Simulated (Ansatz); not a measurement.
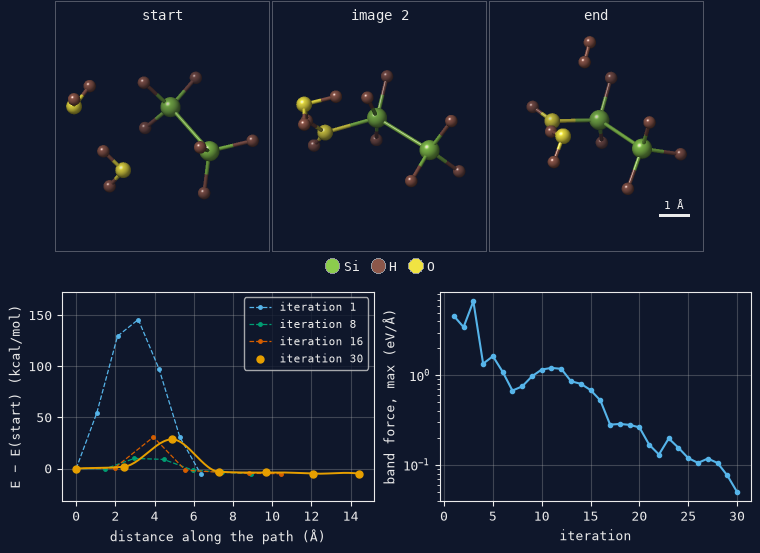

A search for the minimum-energy path of Si2H10O2 by the nudged elastic band. Images are numbered from 0 (start) to 6 (end). The plot follows the band through its iterations. A ball-and-stick model, seen at a tilt.

Computed with RKS PBE0-D4/def2-SVP (Ansatz). Run with 5 movable images; climbing image.

Judge this run.

The run is converged, with reservations. The band converged in 30 iterations. The largest component of the band force went from 4.6 to 0.05 eV/Å. The climbing image converged on the top of the path. Its curvatures weren't checked. The largest force component is 0.32 eV/Å at the start and 0.42 eV/Å at the end; an end with forces this large is no minimum, and the barrier measured from it can be far off. The first iteration put the highest image at 145.9 kcal/mol. The highest point, image 2, lies 28.6 kcal/mol above the start and 33.6 kcal/mol above the end; the end is at −5.0 kcal/mol relative to the start.

The run took 3.4 min on 8 threads of Arm Neoverse V1 (shared host).
